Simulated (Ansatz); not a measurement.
# Nudged elastic band of CH$_{6}$FSn (part 2 of 2)

CH$_{6}$FSn, multiplicity 2; UHF/def2-SVP (Ansatz 0.2.0). The run did not end well. It belongs to a series of runs on one base structure; here: band between the two ends.

Geometry of the input (Å):
```
H  -0.6237  1.1784  -0.9068
Sn 0.7566  1.7002  -0.0446
C  -0.9871  -2.3099  0.0955
F  -0.1197  -1.5629  0.7633
H  2.0786  0.6776  -0.3903
H  1.1392  3.2932  -0.5484
H  0.4257  1.7111  1.6296
H  -2.0226  -2.0622  0.2836
H  -0.6469  -2.6254  -0.8818
```

**The program's output, continued**
```
NEB iter  59: max|band force component| = 6.480e-1 eV/Å  barrier→ = 0.3438 eV  barrier← = 1.4084 eV  CI = image 3  Δτ_max = 0.0107 Å  (163 SCF iters)
the calculation of the forces begins
reference -9631.83425138 eV, -353.9633800466 hartree; 22, 21 occupied and 62, 63 virtual orbitals, 1004 factors
these checks for a lower state are left out or cut short: starts, cluster_reference, orbital_swaps, neighbouring_geometries, increment
1004 factors; integrals over basis functions are off by at most 1.2e-3 eV
mean field -9631.97669240 eV, -353.9686146576 hartree, gradient 1.0e-5 eV, S^2 0.753132; 0 other end points of the search recorded, 0 dependent functions left out
the calculation of the forces begins
reference -9631.97669240 eV, -353.9686146576 hartree; 22, 21 occupied and 62, 63 virtual orbitals, 1004 factors
NEB iter  60: max|band force component| = 4.766e-1 eV/Å  barrier→ = 0.3361 eV  barrier← = 1.4008 eV  CI = image 3  Δτ_max = 0.0207 Å  (171 SCF iters)
```

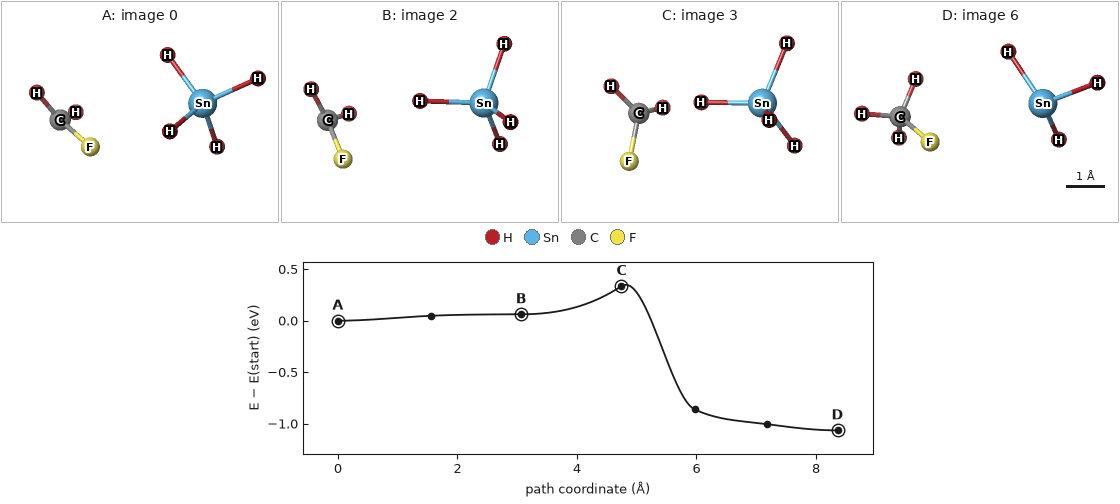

**Figure 1.** Images of the last band (counted from 0; ball-and-stick, seen at a tilt) above the energy along the path; the line is a cubic interpolation that uses the forces. The highest image is number 3, 0.336 eV above the start and 1.401 eV above the end (the climbing image); the end lies 1.065 eV below the start. The path is 8.36 Å long. The band had not converged after 60 iterations.

```
Unfinished report: {"positions_ang":[[-0.2870014701862235,0.22631448881863675,0.19686698126754523],[0.7988753348205999,1.5209182206843874,0.14508574027379995],[-1.0191741671746692,-1.7761551463961665,-0.20408215388931014],[-0.46158101664497236,-2.3686392771152986,0.8385294647679747],[2.3520994409836002,0.8820723518568153,-0.1872144702587898],[0.30695816315613683,2.5768515485833134,-1.114026564343267],[0.8613295935306706,2.4302352000548146,1.6020242869838524],[-2.0856206686315386,-1.6451311571207472,-0.14732750370439146],[-0.4656852098536025,-1.8463662293657532,-1.1297557810974141]],"unchecked":["starts","cluster_reference","orbital_swaps","neighbouring_geometries","increment"],"mean_field":{"relativity":"none","state":{"energy":{"ev":-9630.637317289113,"hartree":-353.9193935299433},"converged":true,"gradient_ev":0.00008485153392534772,"stability":{"kind":"minimum","curvature_ev":11.126196941008505},"curvature_floor_ev":0.00030000000000000003,"spin_squared":0.7621235166210631},"others":[],"fillings":{"estimated":0,"unestimated":0,"tried":0,"untried":0,"excluded_magnetic_sites":0},"n_dropped_functions":0,"n_trapped_functions":0,"passes":{"evaluations":4,"products":37},"factors":{"origin":"Cholesky decomposition","count":1004,"bound_ev":0.0004700783863972024},"gradient_stop_ev":0.00009,"reference_kind":"stationary","symmetry":{"irreps":["A"],"axes":[[0.9999696561721135,-0.00725502469472393,-0.0028374903883004758],[0.00731335677840003,0.9997502408431723,0.02111801947746998],[0.002683569946280881,-0.021138130255486578,0.9997729631779634]],"occupied":[{"A":22},{"A":21}]},"held":{"pivots":1004,"left_out":0,"joined":0},"density_repulsion":{"missed_ev":9.046187224828715e-6,"excess_ev":0.0,"most_excess_ev":0.0001161,"are_drawn_again":false,"n_first_factors":1004,"energy_change_ev":0.0,"n_dropped_ends":0}},"factors":{"origin":"Cholesky decomposition","count":1004,"bound_ev":0.0004700783863972024},"n_frozen":0,"n_occupied":[22,21],"n_virtual":[62,63],"reference":{"ev":-9630.637317289113,"hartree":-353.9193935299433},"total":{"ev":-9630.637317289113,"hartree":-353.9193935299433},"forces_ev_per_angstrom":[[-0.03721150711892345,0.2724058807413769,0.2171011673824003],[0.24776868700431495,0.42268359056518773,0.0202404077323469],[0.02057529235578702,-0.35292025576693237,-0.08135009045176063],[-0.013361487443155538,-0.017961230743864076,-0.043734345060203315],[0.007571540655940588,0.0670289329474432,-0.020851410015657955],[0.0769845885239953,-0.013712138625487582,0.0016400900740363427],[-0.04273143054643716,-0.14558572900848038,-0.08541232371445852],[-0.16758611105666493,-0.0906136165809854,-0.029514356942093974],[-0.09200957237459557,-0.1413254335273732,0.021880860994416357]],"charge_distribution":{"dipole_moment_e_ang":[-0.20067770819106404,0.04519535835684656,-0.2590784272841759],"mulliken_charges_e":[-0.1506123860699562,0.6155979353798884,0.22056592117600005,-0.3278351066685481,-0.15534336837807405,-0.16182001231641618,-0.15213187382043003,0.05596411588639094,0.05561477481114241],"lowdin_charges_e":[-0.07878041234111843,0.4134414352365603,0.07904166330476414,-0.006778104836698162,-0.10768702567493382,-0.11218671141442771,-0.10718505845504134,-0.040624981549873374,-0.039240804269222496]},"n_threads":2,"memory_gib":2.556818182580173,"seconds":{"hamiltonian":1.032837976,"orbitals":0.0,"second_order":0.0,"solver_start":0.0,"cycles":0.0,"cycle":0.0,"perturbative":0.0,"full_ci_increment":0.0,"forces":0.0}}
this run last wrote the band of iteration 60 to [file]
Error: NEB band did not converge after 60 iterations: max|band force component| = 4.77e-1 eV/Å (threshold 3.0e-2); raise `neb.max_iterations` in a new run, which can start from the last band evaluated (`neb.initial_path`, with `crystal.atoms` and `neb.final_atoms` set to its first and last images), add images, or start from endpoints closer to local minima. Where this run's directory can be resumed (`checkpoint.write`), a resume goes on for up to `neb.max_iterations` more; to start a new run from the last band, take its images' positions from the `neb_iteration` event of iteration 60 (`data.images[].positions_ang`), in the event stream of the run that computed that iteration (not this run's, if it was resumed behind it). With `checkpoint.write`, `steps/00-neb/state/checkpoint.json` in the run directory holds the last saved band, under `neb.evaluated.images[].positions_ang` (a band under a hybrid functional on support functions is neither saved nor resumed: `neb.initial_path` says where its path is): check the last entry of `neb.iterations` there, which is earlier than 60 if that iteration was not saved or its write failed. If the band's step has no `state` directory and holds `state.next`, a write was cut short, and the file is under `state.next` instead (behind a loss of power it can be under `state.prev`)
this run wrote the band of iteration 60 to [file] as well, whether or not its events were kept: a new run's `neb.initial_path` can list its `images[].positions_ang`
a run's events are kept only if it was started with --events-out <file>, and are in that file
```

**The last band as extended XYZ (Å, eV, eV/Å)**
```
9
Properties=species:S:1:pos:R:3:forces:R:3 image=0 energy=-9630.97345
H    -0.6237    1.1784   -0.9068   -0.0090  -0.0048  -0.0094
Sn    0.7566    1.7002   -0.0446    0.0002   0.0226  -0.0037
C    -0.9871   -2.3099    0.0955    0.0109   0.0104   0.0065
F    -0.1197   -1.5629    0.7633   -0.0121  -0.0210  -0.0255
H     2.0786    0.6776   -0.3903    0.0037   0.0007   0.0031
H     1.1392    3.2932   -0.5484    0.0010  -0.0102   0.0077
H     0.4257    1.7111    1.6296    0.0073  -0.0040  -0.0006
H    -2.0226   -2.0622    0.2836   -0.0124  -0.0027   0.0025
H    -0.6469   -2.6254   -0.8818    0.0103   0.0089   0.0192
9
Properties=species:S:1:pos:R:3:forces:R:3 image=1 energy=-9630.92553
H    -0.6042    0.7311   -0.1353    0.0092   0.0166  -0.0293
Sn    0.7955    1.6826    0.0785   -0.0317   0.0187  -0.0083
C    -1.0626   -2.2699   -0.1276   -0.0285  -0.0027   0.0369
F    -0.2620   -1.9843    0.8866   -0.0009  -0.0181  -0.0085
H     2.2035    0.7586   -0.2129   -0.0360  -0.0027   0.0015
H     0.7296    2.9789   -1.0373    0.0367   0.0210   0.0265
H     0.8181    2.2902    1.6747    0.0223   0.0110  -0.0050
H    -2.0559   -1.8485   -0.0433    0.0194  -0.0267   0.0038
H    -0.5618   -2.3386   -1.0835    0.0095  -0.0171  -0.0176
9
Properties=species:S:1:pos:R:3:forces:R:3 image=2 energy=-9630.91124
H    -0.4499    0.9604    0.8323   -0.0003  -0.1317  -0.0796
Sn    0.8926    1.8420    0.2594   -0.0821   0.0179   0.0271
C    -1.1832   -2.4512   -0.3776   -0.3298   0.0314   0.0525
F    -0.4381   -2.2747    0.6971    0.0541   0.0281   0.0397
H     2.2150    0.8414   -0.1451   -0.0237  -0.0635   0.0597
H     0.4363    2.6907   -1.1552    0.0040   0.0689   0.0556
H     1.3229    2.9041    1.5236    0.0998   0.1145  -0.0595
H    -2.1630   -1.9823   -0.3323    0.2049  -0.0751  -0.0063
H    -0.6324   -2.5304   -1.3019    0.0732   0.0095  -0.0892
9
Properties=species:S:1:pos:R:3:forces:R:3 image=3 energy=-9630.63732
H    -0.2870    0.2263    0.1969   -0.0372   0.2724   0.2171
Sn    0.7989    1.5209    0.1451    0.2478   0.4227   0.0202
C    -1.0192   -1.7762   -0.2041    0.0206  -0.3529  -0.0814
F    -0.4616   -2.3686    0.8385   -0.0134  -0.0180  -0.0437
H     2.3521    0.8821   -0.1872    0.0076   0.0670  -0.0209
H     0.3070    2.5769   -1.1140    0.0770  -0.0137   0.0016
H     0.8613    2.4302    1.6020   -0.0427  -0.1456  -0.0854
H    -2.0856   -1.6451   -0.1473   -0.1676  -0.0906  -0.0295
H    -0.4657   -1.8464   -1.1298   -0.0920  -0.1413   0.0219
9
Properties=species:S:1:pos:R:3:forces:R:3 image=4 energy=-9631.83425
H    -0.7484   -0.4989   -0.1412   -0.1666  -0.2863  -0.0788
Sn    0.9292    1.7254    0.3790    0.0552   0.0939   0.0551
C    -0.9827   -1.5632   -0.2158    0.0103   0.0916   0.0083
F    -0.4097   -2.2135    0.8257   -0.0036   0.0025  -0.0117
H     2.3036    0.8351   -0.1238    0.0166   0.0279   0.0128
H     0.2314    2.5081   -0.9791    0.0172   0.0270  -0.0029
H     1.3277    2.8592    1.5880    0.0938   0.1182   0.0309
H    -2.0630   -1.6965   -0.1810    0.0024  -0.0400  -0.0091
H    -0.5877   -1.9556   -1.1518   -0.0253  -0.0349  -0.0046
9
Properties=species:S:1:pos:R:3:forces:R:3 image=5 energy=-9631.97669
H    -0.9936   -0.5350   -0.6544   -0.0275   0.0050  -0.0395
Sn    1.0763    1.7553    0.6925    0.0101   0.0168   0.0226
C    -1.0533   -1.5780   -0.3508   -0.0079  -0.0106  -0.0081
F    -0.3051   -1.7617    0.7660    0.0141   0.0185   0.0093
H     2.3194    0.7899    0.0137    0.0047   0.0068   0.0156
H    -0.0212    2.1947   -0.5560   -0.0080  -0.0138   0.0131
H     1.7376    3.1801    1.3762    0.0395   0.0372  -0.0006
H    -2.0893   -1.8342   -0.1381   -0.0165  -0.0287   0.0024
H    -0.6706   -2.2108   -1.1489   -0.0084  -0.0313  -0.0149
9
Properties=species:S:1:pos:R:3:forces:R:3 image=6 energy=-9632.03810
H    -1.3358   -0.7665   -1.1348   -0.0003  -0.0037   0.0032
Sn    1.2778    1.8105    0.9191    0.0058  -0.0047   0.0016
C    -1.1458   -1.6087   -0.4717    0.0032  -0.0018  -0.0030
F    -0.2995   -1.2179    0.5181    0.0009   0.0044   0.0039
H     2.4008    0.7925    0.1190   -0.0043   0.0030   0.0019
H    -0.1240    2.0042   -0.0509   -0.0034   0.0006  -0.0031
H     1.9959    3.3552    1.1618    0.0002  -0.0009  -0.0009
H    -2.0811   -1.9468   -0.0289    0.0024   0.0010  -0.0026
H    -0.6881   -2.4224   -1.0317   -0.0046   0.0022  -0.0009
```
